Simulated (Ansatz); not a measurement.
# Calculations on AlH4O3F

## 1. Relaxation

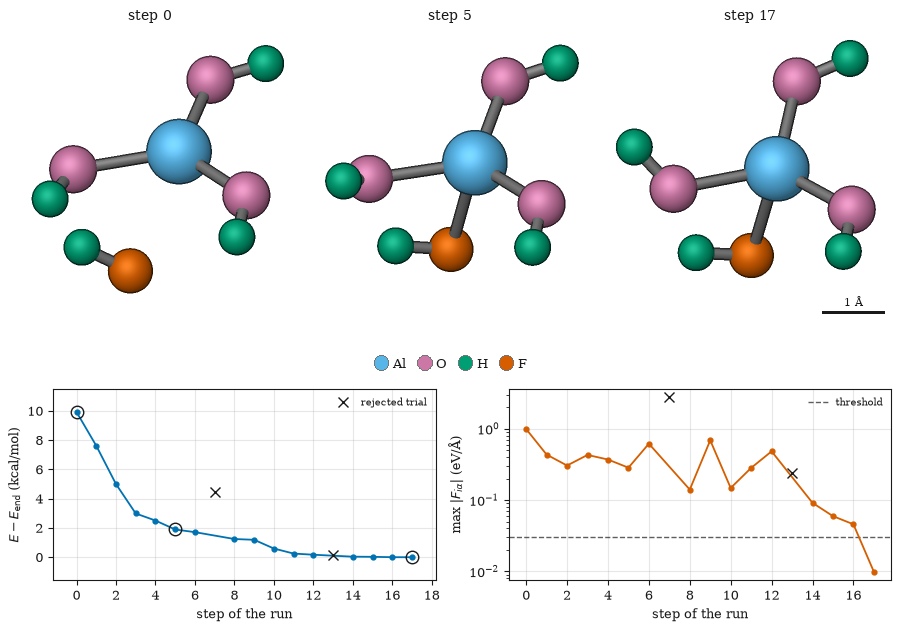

Frames of a relaxation of AlH4O3F, marked on the history of the run. The picture is a ball-and-stick view, seen from a free direction.

The run prepares an end point of a later path (reaction) calculation, from a guessed geometry.

Theory: RHF/6-31G* in Ansatz 0.2.0. Set-up: no spin polarisation; force threshold 0.03 eV/Å; at most 50 steps.

Q: Describe the path.

A: The atom that moves furthest after the best rigid fit is an H atom (1.01 Å). By element the largest moves are H 1.01 Å, F 0.61 Å, O 0.36 Å, Al 0.33 Å. Some distances before and after: Al–F 2.882 → 2.012 Å, Al–H 2.795 → 2.178 Å, F–H 0.919 → 0.945 Å, Al–O 1.682 → 1.696 Å. New bonds form, among them: Al–F (2.88 → 2.01 Å). Among the angles between lasting bonds that change: Al–O–H 128.7° → 124.7°, Al–O–H 121.1° → 123.2°. Groups turn about Al–O by about 125°. Over 15 accepted moves (17 points after the start) the energy falls by 9.93 kcal/mol. Largest force component: 0.99 eV/Å at the start, 0.0099 eV/Å at the end. The line search rejected the trial steps at points 7, 13 of the run. From step 0 to 5: the F atom moves most (0.61 Å), energy −8.03 kcal/mol. From step 5 to 17: an H atom moves most (0.75 Å), energy −1.90 kcal/mol.

```csv
step,"E − E(0), kcal/mol","largest force component, eV/Å",note
0,0.00,0.9898,
1,-2.31,0.4343,
2,-4.93,0.3051,
3,-6.94,0.4294,
4,-7.42,0.3704,
5,-8.03,0.2846,
6,-8.22,0.6173,
7,-5.48,2.7456,rejected
8,-8.69,0.1403,
9,-8.74,0.6884,
10,-9.34,0.1477,
11,-9.68,0.2825,
12,-9.76,0.4825,
13,-9.75,0.2393,rejected
14,-9.89,0.0915,
15,-9.90,0.0596,
16,-9.93,0.0458,
17,-9.93,0.0099,
```

Limits of the set-up: the start holds two separate molecules, 2.2 Å apart at their closest, whose relative position is a soft coordinate and is computed without a dispersion correction; Hartree-Fock leaves out electron correlation.

## 2. Relaxation

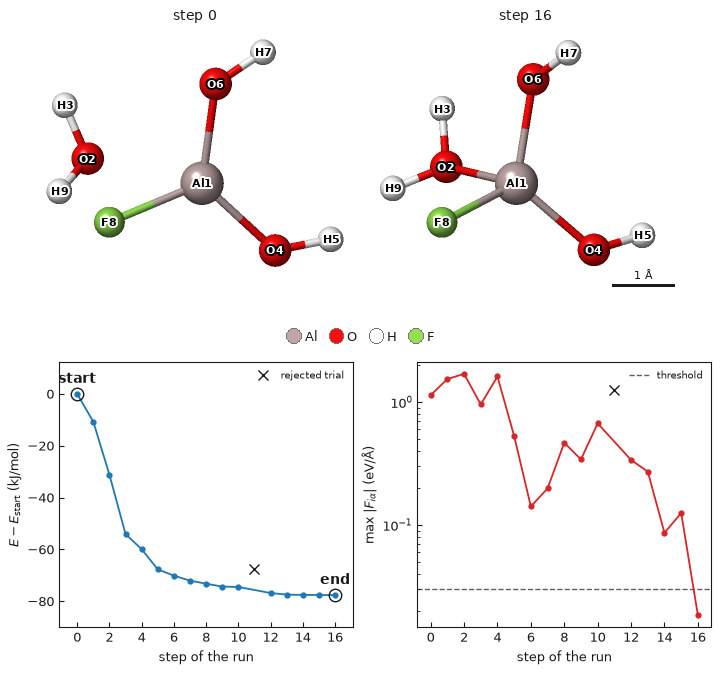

First and last geometry of a relaxation of AlH4O3F, with the history of the run. A ball-and-stick model, seen at a tilt.

The run prepares an end point of a later path (reaction) calculation, from a guessed geometry.

All numbers below come from Ansatz, RHF/6-31G*. Settings: no spin polarisation; force threshold 0.03 eV/Å; at most 50 steps.

Question: Did the run converge, and what did it change?

Answer: It converged. The largest move after the best rigid fit is that of H3, 0.82 Å. By element the largest moves are H 0.82 Å, O 0.66 Å, F 0.40 Å, Al 0.34 Å. Some distances before and after: Al1–O2 2.964 → 1.975 Å, Al1–O6 1.684 → 1.718 Å, O2–H9 0.973 → 0.953 Å, Al1–O4 1.682 → 1.700 Å. New bonds form, among them: Al1–O2 (2.96 → 1.97 Å). Among the angles between lasting bonds that change: O4–Al1–O6 126.7° → 121.4°, Al1–O4–H5 127.5° → 123.8°, H3–O2–H9 105.4° → 108.5°. Groups turn about Al1–O6 by about 85°. After 15 accepted moves (16 points after the start) the energy has fallen by 77.6 kJ/mol. The largest force component goes from 1.1 to 0.018 eV/Å. The line search rejected the trial step at point 11 of the run. Cost: 29 s on 1 thread of Arm Neoverse V1 (shared host), peak memory 0.15 GiB.

Limits of the set-up: Hartree-Fock leaves out electron correlation.

## 3. Path

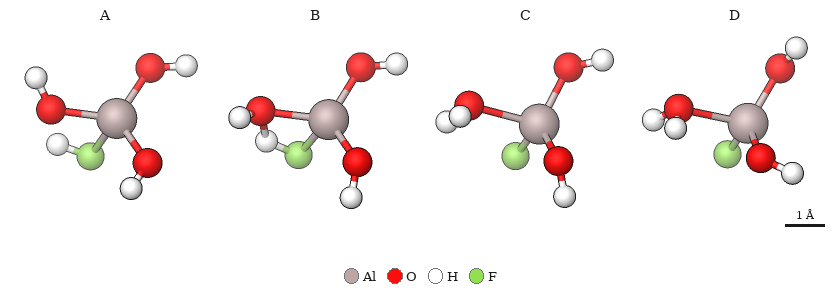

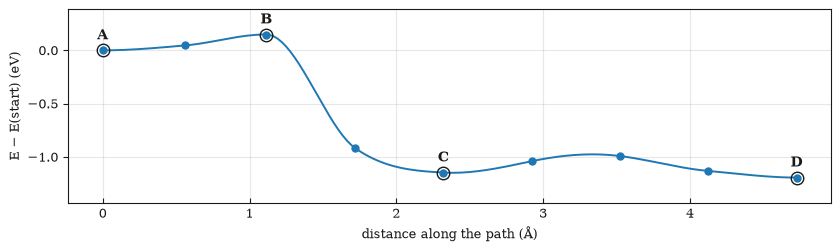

A search for the minimum-energy path of AlH$_{4}$O$_{3}$F by the nudged elastic band. Images are numbered from 0 (start) to 8 (end). Frames A to D are images 0, 2, 4, 8. The picture is a ball-and-stick view, seen at a tilt.

Level of theory: RHF/6-31G* in Ansatz. Settings: 7 movable images; climbing image; force threshold 0.03 eV/Å; iteration limit 60; starting path through a guess of the saddle point.

Describe the mechanism and the energy profile.

Answer. The highest point, image 2, lies 0.15 eV above the start and 1.34 eV above the end; the end is at −1.19 eV relative to the start. The profile has 2 maxima (images 2, 6) with a dip at image 4 (−1.15 eV), so the process runs in steps. The path has more than one stage, and so few images may leave a stage unresolved. Breaking: F–H (0.95 → 2.56 Å). Forming: H–O (1.79 → 0.95 Å). The band converged in 30 iterations. The largest component of the band force went from 32 to 0.025 eV/Å. The climbing image converged on the top of the path. Its vibrational analysis gives one imaginary mode (723i cm⁻¹), as a transition state must have.

Limits of the set-up: Hartree-Fock leaves out electron correlation.
